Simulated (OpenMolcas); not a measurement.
C2H9NSi (SMILES CN(C)[SiH3]): methods side by side

C2H9NSi: 13 atoms, total charge 0, spin state singlet. SMILES: `CN(C)[SiH3]`. The coordinates come from a PBE0-D4/def2-TZVP relaxation.

Quantity: the dipole moment, in D. The values are calculated.

```tsv
level	kind	program	value (D)	CPU time
HF/6-31G* (spherical functions)	Hartree–Fock	OpenMolcas	0.95	16 s
SVWN5/6-31G* (spherical functions)	LDA	OpenMolcas	0.98	56 s
BLYP/6-31G* (spherical functions)	GGA	OpenMolcas	0.95	52 s
PBE/6-31G* (spherical functions)	GGA	OpenMolcas	0.98	58 s
TPSS/6-31G* (spherical functions)	meta-GGA	OpenMolcas	1.02	64 s
BHLYP/6-31G* (spherical functions)	global hybrid	OpenMolcas	0.93	49 s
PBE0/6-31G* (spherical functions)	global hybrid	OpenMolcas	0.97	51 s
B3LYP/6-31G* (Cartesian functions)	global hybrid	OpenMolcas	0.94	51 s
```

The values span 0.93 to 1.02 D. Magnitudes only. CPU times are rough (shared hosts, several kinds of processor and program).

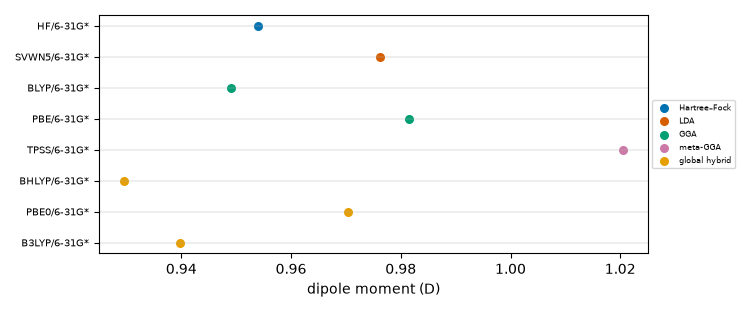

The values of the table, level by level.
